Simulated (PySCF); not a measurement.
C4H4N2, SMILES `c1ccnnc1`.

Computed with PySCF, cc-pVDZ basis, geometry: GFN2-xTB. No frequency check shows the geometry to be a minimum.

Input

```python
import numpy as np
from pyscf import gto, scf, mcscf

mol = gto.M(atom='''
C      0.69030     1.17017     0.00000
C     -0.69030     1.17017     0.00000
C     -1.31735    -0.07533     0.00000
N     -0.64929    -1.21206     0.00000
N      0.64929    -1.21206     0.00000
C      1.31735    -0.07533     0.00000
H      1.26333     2.08527     0.00000
H     -1.26333     2.08527     0.00000
H     -2.39425    -0.16986     0.00000
H      2.39425    -0.16986     0.00000
''', basis='cc-pvdz', charge=0, spin=0, verbose=4)
# stretch the bond between atoms 2 and 8, from long to short, fragments rigid
a, b, move = 1, 7, [7]
xyz = mol.atom_coords(unit='Angstrom')
u = xyz[b] - xyz[a]
r0 = np.linalg.norm(u)
rows, last, dm_u = [], None, None
for r in [3.0, 2.35, 1.93, 1.66, 1.44, 1.28, 1.18, 1.07, 0.98]:
    new = xyz.copy()
    new[move] += u / r0 * (r - r0)
    m = mol.set_geom_(new, unit='Angstrom', inplace=False)
    rhf = scf.RHF(m).density_fit(auxbasis='def2-universal-jkfit').run()
    uhf = scf.UHF(m).density_fit(auxbasis='def2-universal-jkfit').newton()
    if dm_u is None:
        c = rhf.mo_coeff
        h = m.nelectron // 2 - 1
        ca, cb = c.copy(), c.copy()
        ca[:, h], cb[:, h] = (c[:, h] + c[:, h + 1]) / 2**.5, (c[:, h] - c[:, h + 1]) / 2**.5
        dm_u = np.array([x[:, :h + 1] @ x[:, :h + 1].T for x in (ca, cb)])
    uhf.kernel(dm0=dm_u)
    for _ in range(3):
        c, _, stable, _ = uhf.stability(return_status=True)
        if stable:
            break
        uhf.kernel(c, uhf.mo_occ)
    dm_u = uhf.make_rdm1()
    mc = mcscf.CASSCF(rhf, 2, 2)
    mc.natorb = True
    mc.fix_spin_(ss=0)
    guess = mcscf.addons.make_natural_orbitals(uhf)[1] if last is None else mcscf.project_init_guess(mc, last.mo_coeff, last.mol)
    mc.kernel(guess)
    last = mc
    act = slice(mc.ncore, mc.ncore + mc.ncas)
    print('r %.3f  RHF %.6f  UHF %.6f  <S^2> %.3f  CASSCF %.6f  occupations' % (r, rhf.e_tot, uhf.e_tot, uhf.spin_square()[0], mc.e_tot), mc.mo_occ[act].round(4))
    rows.append((new, rhf.e_tot, uhf.e_tot, uhf.spin_square()[0], mc.e_tot, mc.mo_occ[act], mc.mo_coeff[:, act], dm_u[0] - dm_u[1], rhf.converged and uhf.converged and mc.converged))
    np.savez('result.npz', **{k: [row[i] for row in rows] for i, k in enumerate('xyz rhf uhf s2 cas occ c spin ok'.split())})
```

Command:

```sh
OMP_NUM_THREADS=1 python input.py
```

The run took 7.3 min on 1 thread of Arm Neoverse V2, with other jobs on the host, peak memory 0.28 GiB.

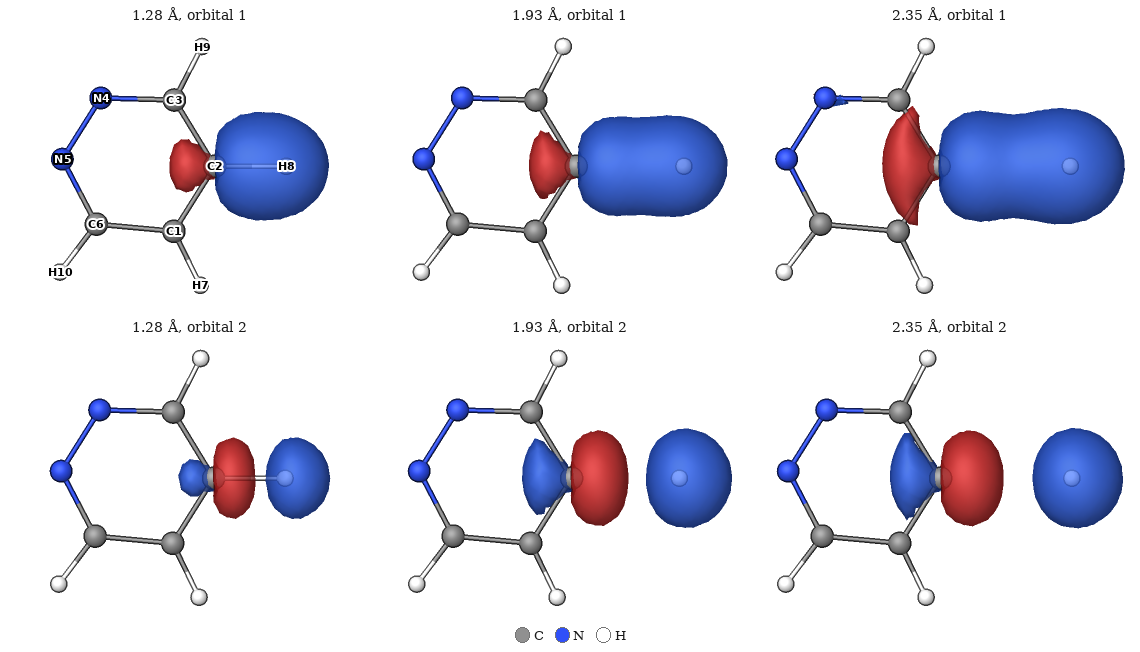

Rigid stretch of the C2–H8 bond. The two CASSCF(2,2) natural orbitals nearest half filling (orbital 1 the more occupied).

How do the occupations change along the stretch?

Answer. 1.28 Å: 1.97 and 0.03; 1.93 Å: 1.82 and 0.18; 2.35 Å: 1.61 and 0.39. At the longest distance computed (3.00 Å) they are 1.28 and 0.72, and the effective number of unpaired electrons is 1.7.

UHF's ⟨S²⟩ passes 1 along the scan (up to 1.66), so it also polarises electrons outside the stretched bond; its energy lowering isn't due to that bond alone.

UHF already breaks spin symmetry near equilibrium here (⟨S²⟩ = 0.50 at 1.07 Å), for reasons apart from this bond.

How much energy does the stretch cost?

Answer. By CASSCF, 4.6 eV from the lowest point of the scan (1.07 Å) to 3.00 Å; RHF gives 7.9 eV from its own lowest point. The fragments aren't relaxed and dynamic correlation is missing, so this isn't a bond dissociation energy.
